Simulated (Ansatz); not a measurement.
**Zr$_{2}$SiGeF$_{6}$: density, localisation and related maps**

```yaml
crystal:
  lattice:
    - [8.77793, 0.00000, 0.00000]
    - [0.00000, 8.77793, 0.00000]
    - [0.00000, 0.00000, 8.77793]
  atoms:
    - { symbol: Zr, position: [0.25000, 0.25000, 0.25000] }
    - { symbol: Zr, position: [0.75000, 0.75000, 0.25000] }
    - { symbol: Zr, position: [0.75000, 0.25000, 0.75000] }
    - { symbol: Zr, position: [0.25000, 0.75000, 0.75000] }
    - { symbol: Zr, position: [0.75000, 0.25000, 0.25000] }
    - { symbol: Zr, position: [0.25000, 0.75000, 0.25000] }
    - { symbol: Zr, position: [0.25000, 0.25000, 0.75000] }
    - { symbol: Zr, position: [0.75000, 0.75000, 0.75000] }
    - { symbol: Si, position: [0.50000, 0.00000, 0.00000] }
    - { symbol: Si, position: [0.00000, 0.50000, 0.00000] }
    - { symbol: Si, position: [0.00000, 0.00000, 0.50000] }
    - { symbol: Si, position: [0.50000, 0.50000, 0.50000] }
    - { symbol: Ge, position: [0.00000, 0.00000, 0.00000] }
    - { symbol: Ge, position: [0.50000, 0.50000, 0.00000] }
    - { symbol: Ge, position: [0.50000, 0.00000, 0.50000] }
    - { symbol: Ge, position: [0.00000, 0.50000, 0.50000] }
    - { symbol: F, position: [0.30725, 0.00000, 0.00000] }
    - { symbol: F, position: [0.80725, 0.50000, 0.00000] }
    - { symbol: F, position: [0.80725, 0.00000, 0.50000] }
    - { symbol: F, position: [0.30725, 0.50000, 0.50000] }
    - { symbol: F, position: [0.69275, 0.00000, 0.00000] }
    - { symbol: F, position: [0.19275, 0.50000, 0.00000] }
    - { symbol: F, position: [0.19275, 0.00000, 0.50000] }
    - { symbol: F, position: [0.69275, 0.50000, 0.50000] }
    - { symbol: F, position: [0.00000, 0.30725, 0.00000] }
    - { symbol: F, position: [0.50000, 0.80725, 0.00000] }
    - { symbol: F, position: [0.50000, 0.30725, 0.50000] }
    - { symbol: F, position: [0.00000, 0.80725, 0.50000] }
    - { symbol: F, position: [0.50000, 0.19275, 0.00000] }
    - { symbol: F, position: [0.00000, 0.69275, 0.00000] }
    - { symbol: F, position: [0.00000, 0.19275, 0.50000] }
    - { symbol: F, position: [0.50000, 0.69275, 0.50000] }
    - { symbol: F, position: [0.00000, 0.00000, 0.30725] }
    - { symbol: F, position: [0.50000, 0.50000, 0.30725] }
    - { symbol: F, position: [0.50000, 0.00000, 0.80725] }
    - { symbol: F, position: [0.00000, 0.50000, 0.80725] }
    - { symbol: F, position: [0.50000, 0.00000, 0.19275] }
    - { symbol: F, position: [0.00000, 0.50000, 0.19275] }
    - { symbol: F, position: [0.00000, 0.00000, 0.69275] }
    - { symbol: F, position: [0.50000, 0.50000, 0.69275] }
```

Space group Fm-3m; a structure generated by program, which may or may not match a known phase; the SCF solution may not be the lowest one; the program warned that another magnetic order may lie lower; spin-polarised.

Theory: DFT PBE, scalar-relativistic, plane waves, PAW in Ansatz 0.2.0.

The density is the valence pseudo-density of a PAW calculation; it isn't the true density close to the nuclei.

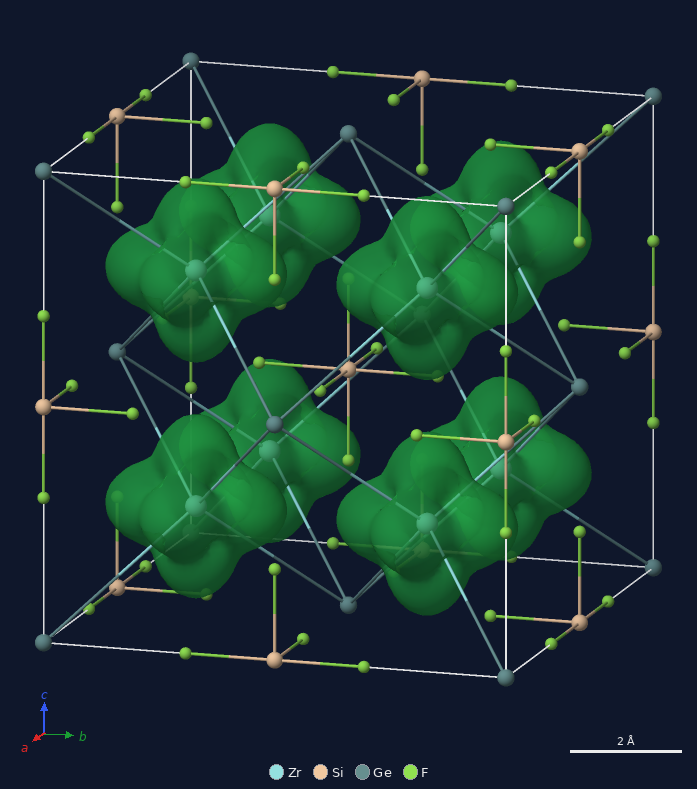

Figure 1. Isosurface of the spin density at +0.04 e/Å³ (green), seen slightly off an axis. Sticks mark near contacts.

> Which atoms carry the moments, and with what signs?

The spin density sits on Zr: +1.1 μB (×8) in one cell of 40 atoms, with smaller moments on Ge (up to −0.13 μB): parallel main moments (a ferromagnetic arrangement) in this solution. The cell of the calculation (10 atoms) carries 2.9 μB of net spin moment.

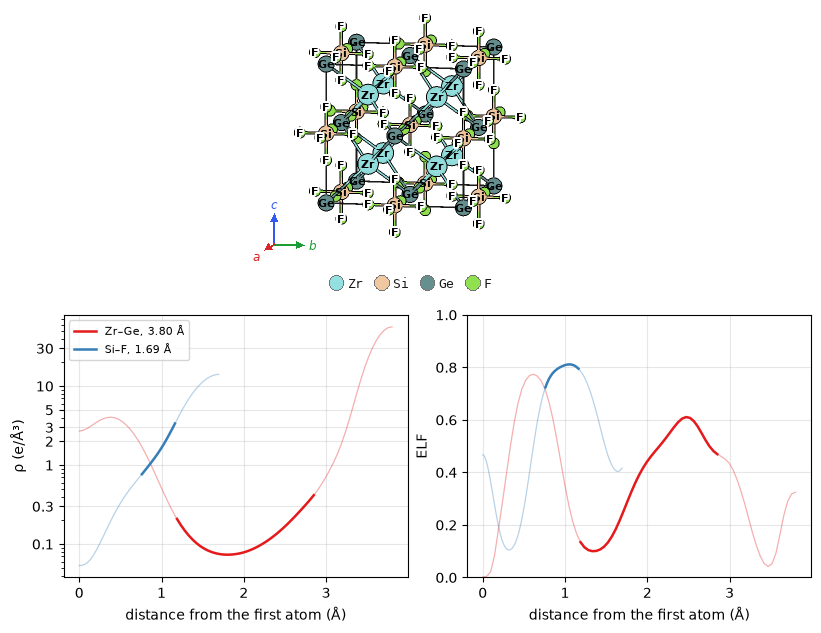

Figure 2. Valence pseudo-density and electron localisation function along straight lines between neighbouring atoms. Thin, pale parts lie inside the atomic spheres. The structure is drawn too.

> What can be read from the curves?

Zr–Ge (3.80 Å): ρ at the midpoint is about 0.07 e/Å³; the ELF peaks at about 0.60 in the valence shell of Ge, 1.3 Å from its nucleus, and drops to about 0.10 between the two atoms.
Si–F (1.69 Å): ρ at the midpoint is about 0.99 e/Å³; the ELF peaks at about 0.80 between the atoms.
